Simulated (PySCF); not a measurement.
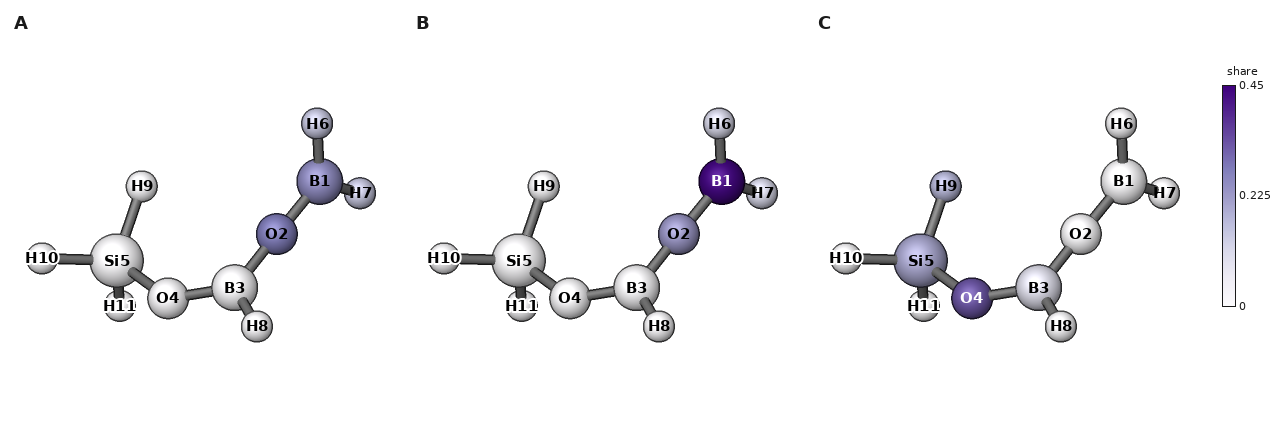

Each panel colours the atoms by their Löwdin share in one orbital (up to four of the largest shares; other atoms are shown as zero). The computed structure is the end point of a PBE0-D3(BJ)/def2-SVP optimisation. No frequency run is at hand to confirm it as a minimum. Computed with CAM-B3LYP/def2-SVPD (PySCF 2.14.0).

The panels show the HOMO−1, HOMO, LUMO, in some order. Which is which?

Answer. A: HOMO, −9.93 eV; O2 0.28, B1 0.25, H7 0.14, H6 0.14
B: LUMO, 0.24 eV; B1 0.44, O2 0.23, H6 0.11, H7 0.11
C: HOMO−1, −10.71 eV; O4 0.33, Si5 0.20, H9 0.17, B3 0.09
